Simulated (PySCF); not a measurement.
```yaml
atoms:
  - { symbol: Na, position_ang: [0.0000, 0.0000, -3.1876] }
  - { symbol: Cd, position_ang: [0.0000, 0.0000, 0.6434] }
```

Core potentials replace the inner electrons of Cd.

Level of theory: PBE0/def2-SVPD, non-relativistic Hamiltonian with scalar-relativistic core potentials where named, at a bond length of 3.831 Å (PySCF 2.14.0).

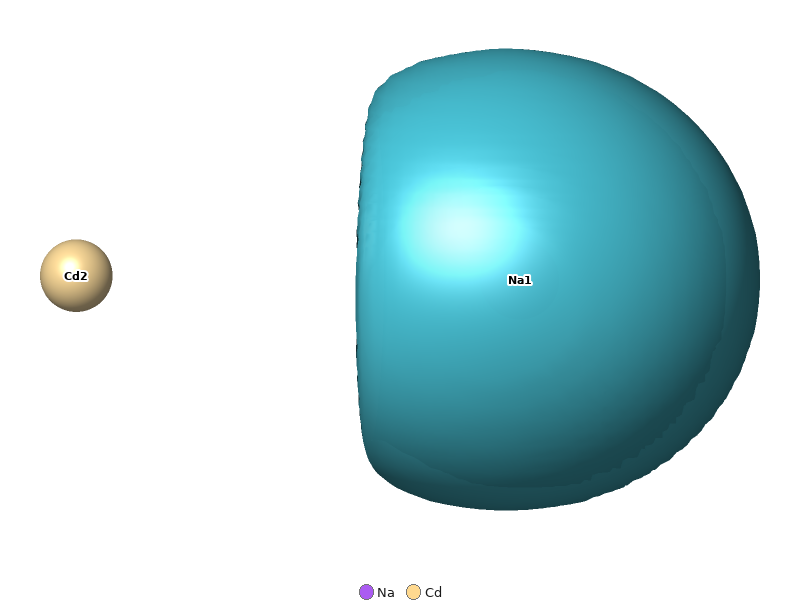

NaCd (charge −1). Isosurface of the electron localisation function at 0.8 (cyan), seen from one side. Core shells and regions of very low density are left out.

Where are the electrons localised?

The ELF exceeds this value in one region wrapped around Na (its valence shell). Profiles from the grid: Na–Cd (3.83 Å): the ELF is about 0.45 at the midpoint.
